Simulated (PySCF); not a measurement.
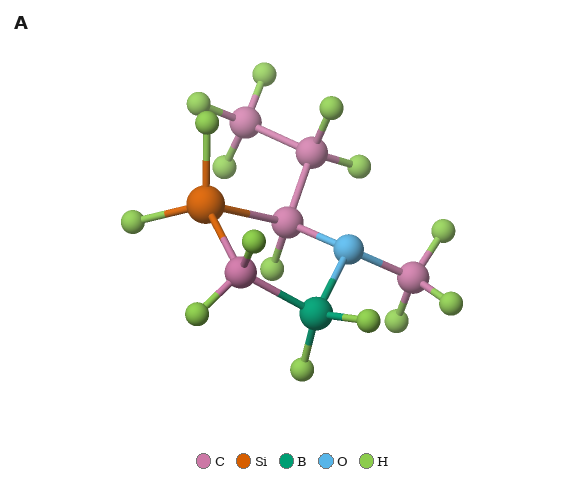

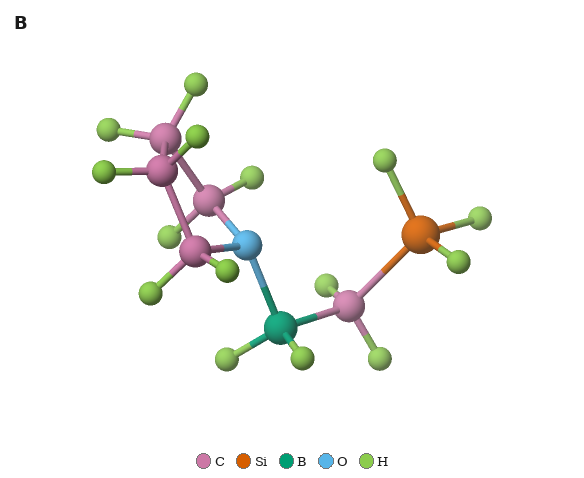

2 stationary structures of one formula. Geometries: GFN2-xTB. Electronic energies: PBE0/pcSseg-1 (PySCF 2.14.0), without zero-point energy. No frequency run is at hand to confirm each as a minimum. Each is one conformer, not always the lowest.

**How are they related?**

They are constitutional isomers of C5H15BOSi: A `CC[C@@H]1[SiH2]C[BH2-][O+]1C`, B `[SiH3]C[BH2-][O+]1CCCC1`.

**Rank them by energy, lowest first.**

A is lowest; B lies 3.5 kcal/mol above it.

The geometry is semi-empirical. Around B, Si such bond lengths and angles can be off by a tenth of an ångström or more and by several degrees, and values that hang on the shape move with them.
